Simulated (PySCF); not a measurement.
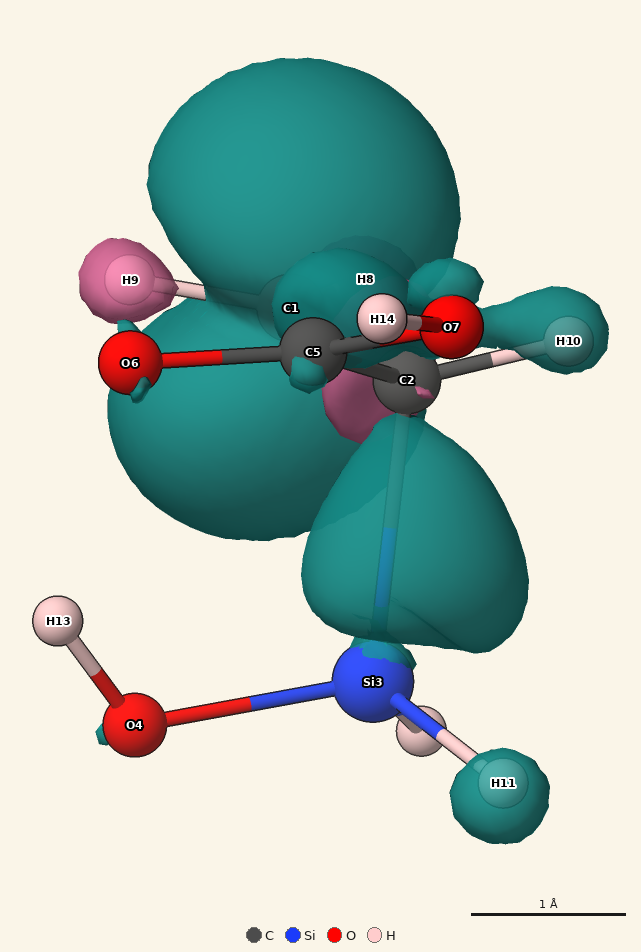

*C$_{3}$H$_{7}$O$_{3}$Si (doublet). Isosurfaces of the spin density at +0.02 (teal) and −0.02 e/Å³ (pink), seen at an oblique angle.*

Geometry: GFN2-xTB.

The calculation used PySCF 2.14.0, density-fitted response routines, UKS B3LYP, pcH-1 on C H O Si, non-relativistic, mean-field spin-orbit, GIAO.

```yaml
atoms:
  - { symbol: C, position_ang: [-0.7531, 1.1335, -1.1072] }
  - { symbol: C, position_ang: [-0.7427, 0.3286, 0.0902] }
  - { symbol: Si, position_ang: [1.0684, 0.7338, 0.8037] }
  - { symbol: O, position_ang: [2.0964, 0.0726, -0.2401] }
  - { symbol: C, position_ang: [-0.6072, -1.1207, -0.0950] }
  - { symbol: O, position_ang: [0.0562, -1.6555, -0.9648] }
  - { symbol: O, position_ang: [-1.2136, -1.8376, 0.8693] }
  - { symbol: H, position_ang: [-1.1518, 2.1272, -1.0895] }
  - { symbol: H, position_ang: [-0.3818, 0.7316, -2.0286] }
  - { symbol: H, position_ang: [-1.4944, 0.5808, 0.8302] }
  - { symbol: H, position_ang: [1.2003, 0.1194, 2.1247] }
  - { symbol: H, position_ang: [1.2022, 2.1790, 0.7961] }
  - { symbol: H, position_ang: [1.7593, -0.6113, -0.8362] }
  - { symbol: H, position_ang: [-1.0390, -2.7819, 0.7353] }
```

Which atoms carry the spin?

The unpaired spin (1 electron) lies mostly on C1 (about 0.7) and Si3 (about 0.1), in electrons by Hirshfeld's partition.
